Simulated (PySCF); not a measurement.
NMR shielding calculation of C₅H₂F₆

The run: NMR shielding calculation of C₅H₂F₆. Method and program: GIAO wB97X-D/SBKJC-VDZ NMR shielding, non-relativistic, gas phase (PySCF 2.14.0).

Some settings of this run were made unusual or wrong on purpose. The geometry comes from this level: GFN2-xTB. Figures and captions count atoms from 1; the log counts them from 0 in places.

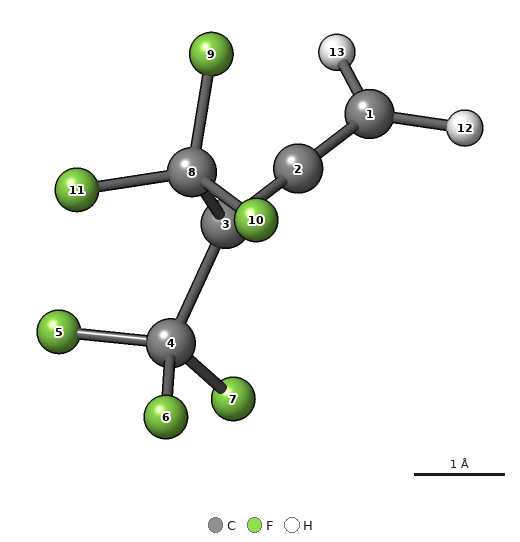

Figure 1. The input geometry (ball-and-stick view, seen at a tilt; atoms are numbered from 1 in the order of the input).

### The input
```
{"job": {"kind": "nmr", "xc": "wB97X-D", "basis": "SBKJC-VDZ", "pop": false, "grid": 0, "scf": {"max_cycle": 71}}, "charge": 0, "multiplicity": 1}
C      2.395947     0.258124    -0.141423
C      1.120823     0.120160    -0.066918
C     -0.175463    -0.018602     0.008901
C     -0.817155    -1.357385     0.280398
F     -1.250889    -1.944478    -0.844405
F     -1.866360    -1.262101     1.099171
F      0.048174    -2.208471     0.844358
C     -1.113661     1.150038    -0.170384
F     -0.518022     2.158320    -0.818272
F     -1.531136     1.645031     1.003785
F     -2.204996     0.824123    -0.865551
H      2.987576     0.492776     0.727971
H      2.920774     0.142952    -1.075361
```

The first line tells a small driver script what to run in PySCF; the rest is the geometry in Å.

Run on 1 CPU thread, shared host.

Command:
```bash
OMP_NUM_THREADS=1 python <driver script> task.json out
```

### Output
```
final grid: 13192 points
cycle   1  E = -172.1807891179  dE = -5.904e+00  |g| = 3.354e+00  |ddm| = 1.303e+01
cycle   2  E = -173.1159655229  dE = -9.352e-01  |g| = 2.414e+00  |ddm| = 1.340e+01
cycle   3  E = -174.2607008023  dE = -1.145e+00  |g| = 2.795e-01  |ddm| = 4.651e+00
cycle   4  E = -174.2805896436  dE = -1.989e-02  |g| = 7.571e-02  |ddm| = 3.137e+00
cycle   5  E = -174.2819892137  dE = -1.400e-03  |g| = 3.426e-02  |ddm| = 5.117e-01
cycle   6  E = -174.2823150633  dE = -3.258e-04  |g| = 4.393e-03  |ddm| = 1.087e-01
cycle   7  E = -174.2823264375  dE = -1.137e-05  |g| = 1.672e-03  |ddm| = 2.747e-02
cycle   8  E = -174.2823276090  dE = -1.171e-06  |g| = 3.943e-04  |ddm| = 8.928e-03
cycle   9  E = -174.2823277012  dE = -9.218e-08  |g| = 2.735e-04  |ddm| = 3.311e-03
cycle  10  E = -174.2823277207  dE = -1.945e-08  |g| = 4.622e-05  |ddm| = 9.591e-04
cycle  11  E = -174.2823277220  dE = -1.392e-09  |g| = 2.001e-05  |ddm| = 5.659e-04
cycle  12  E = -174.2823277221  dE = -9.697e-11  |g| = 8.642e-06  |ddm| = 5.621e-05
converged SCF energy = -174.2823277221

GIAO shielding tensors (ppm)
atom      isotropic    diamagn.    paramagn.     s11        s22        s33       span
  0 C          nan         nan         nan        nan        nan        nan        nan
  1 C          nan         nan         nan        nan        nan        nan        nan
  2 C          nan         nan         nan        nan        nan        nan        nan
  3 C          nan         nan         nan        nan        nan        nan        nan
  4 F          nan         nan         nan        nan        nan        nan        nan
  5 F          nan         nan         nan        nan        nan        nan        nan
  6 F          nan         nan         nan        nan        nan        nan        nan
  7 C          nan         nan         nan        nan        nan        nan        nan
  8 F          nan         nan         nan        nan        nan        nan        nan
  9 F          nan         nan         nan        nan        nan        nan        nan
 10 F          nan         nan         nan        nan        nan        nan        nan
 11 H       27.562      35.440      -7.878     13.426     30.331     38.930     25.504
 12 H       27.570      35.416      -7.846     13.442     30.337     38.931     25.488
```

### Outcome

```csv
quantity,value
outcome,converged
total energy,−174.282328 hartree
HOMO,−11.40 eV
LUMO,0.30 eV
dipole moment,4.86 D
wall time,20 s
peak memory,0.69 GiB
```

### Diagnosis

Some settings of this run were drawn to be unusual or wrong; see grid = 0. It converged; results that depend on the unusual settings are not reference values.
